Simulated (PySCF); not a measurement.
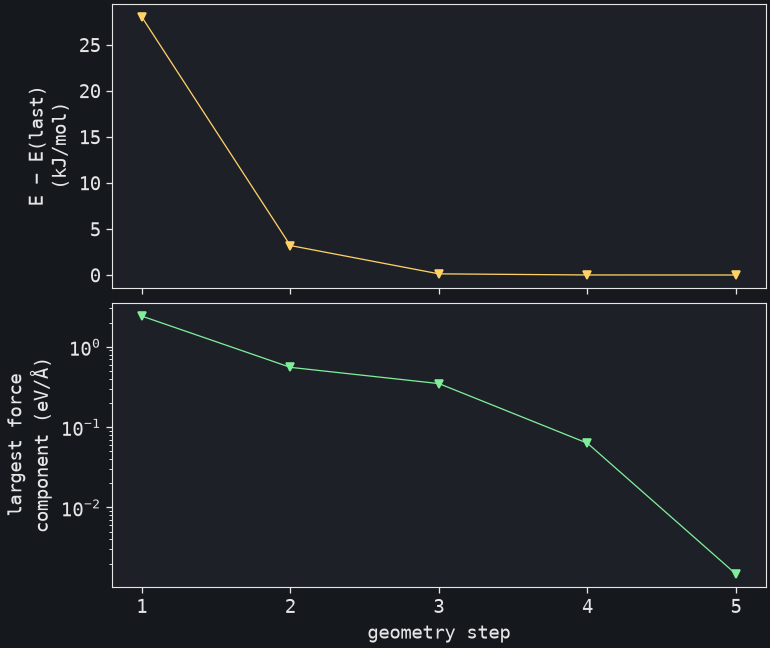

History of a geometry optimisation. The start has point group C2v, which is kept. A held symmetry can leave a saddle point.

WN2- molecule (charge −1), multiplicity 2; UKS-based B3LYP, W def2-SVPD with ECP60, N def2-SVPD; non-relativistic Hamiltonian with scalar-relativistic core potentials; density fitting in PySCF 2.14.0.

How did the optimisation end?

Answer. The optimisation met its thresholds at geometry 5, counting the start as the first. The energy fell by about 28 kJ/mol from the first step to the last. The largest force component goes from about 2.4 eV/Å at the start to 1.5 × 10⁻³ eV/Å at the end.
